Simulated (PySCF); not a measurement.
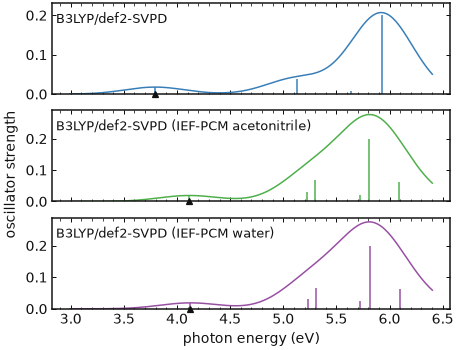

Vertical TDDFT spectra of C₇H₁₃Al, SMILES C=C(C)[C@H]1CC[CH2][AlH]1, singlet at one geometry and several levels (PySCF, at a PBE0-D3(BJ)/def2-SVP geometry (no frequency check)); sticks with Gaussians of 1/e half-width 0.40 eV, the triangle marks S1, which has the same leading orbital pair at all these levels. Only the lowest states were computed, so the high end is incomplete.

Question: How far does S1 move with the level of theory?

Answer: From lowest to highest: B3LYP/def2-SVPD 3.79 eV, B3LYP/def2-SVPD (IEF-PCM acetonitrile) 4.11 eV, B3LYP/def2-SVPD (IEF-PCM water) 4.13 eV; a spread of 0.33 eV.

Limits of at least one run: core orbitals are frozen in the response; one conformer of a flexible molecule; states above the negative HOMO energy depend on the basis.
